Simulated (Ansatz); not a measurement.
Effect of O on a Ca site (antisite), symmetric start on CaO

The reference is a 16-atom supercell of CaO in the rock salt structure (space group Fm-3m, No. 225; a = 4.7948 Å) at its relaxed geometry.

Now apply this change: a neutral O on a Ca site (antisite), symmetric start, atoms relaxed at fixed cell.

Method: Ansatz (a quantum-chemistry and plane-wave program), r2SCAN, PAW, cutoff 500 eV, spin-orbit coupling left out. Γ-centred 5×5×5 mesh, Fermi–Dirac width 0.01 eV.

```json
{
  "pressure": "-0.1 GPa (base 0.0 GPa)",
  "energy_gained_by_relaxation": "0.80 eV",
  "largest_displacement_of_a_host_atom_from_its_site_in_the_perfect_cell": "0.13 Å",
  "mean_distance_from_the_defect_site_to_its_nearest_host_atoms": "2.53 Å (base 2.40 Å)"
}
```

Final structure:

```
CELL_PARAMETERS angstrom
      0.00000     4.79479     4.79479
      4.79479     0.00000     4.79479
      4.79479     4.79479     0.00000
ATOMIC_POSITIONS crystal
  O  0.00000 0.00000 0.00000
  O  0.98598 0.98598 0.51402
  O  0.98598 0.51402 0.98598
  O  0.98598 0.51402 0.51402
  O  0.51402 0.98598 0.98598
  O  0.51402 0.98598 0.51402
  O  0.51402 0.51402 0.98598
  O  0.50000 0.50000 0.50000
  O  0.25000 0.25000 0.25000
  Ca 0.25000 0.25000 0.75000
  Ca 0.25000 0.75000 0.25000
  Ca 0.25000 0.75000 0.75000
  Ca 0.75000 0.25000 0.25000
  Ca 0.75000 0.25000 0.75000
  Ca 0.75000 0.75000 0.25000
  Ca 0.75000 0.75000 0.75000
```

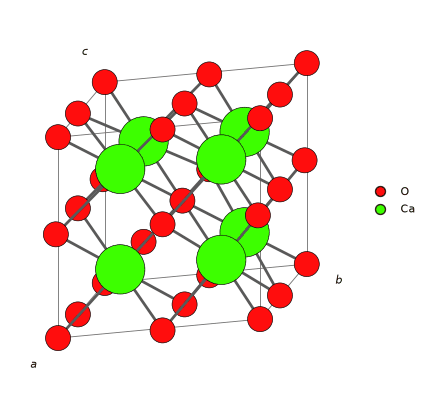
Fig. 1. The relaxed cell after the change

Other magnetic orders, which the real material may have, were not ruled out. In so small a cell the defect repeats every few ångströms: this is an ordered compound, not a dilute defect. A case with no gap was solved on a k-mesh chosen for an insulator, which is coarse for it. The defect started on the symmetric site and kept its symmetry, so it may sit on a saddle. The defect cell is spin-polarised and ends with 4.0 μB.
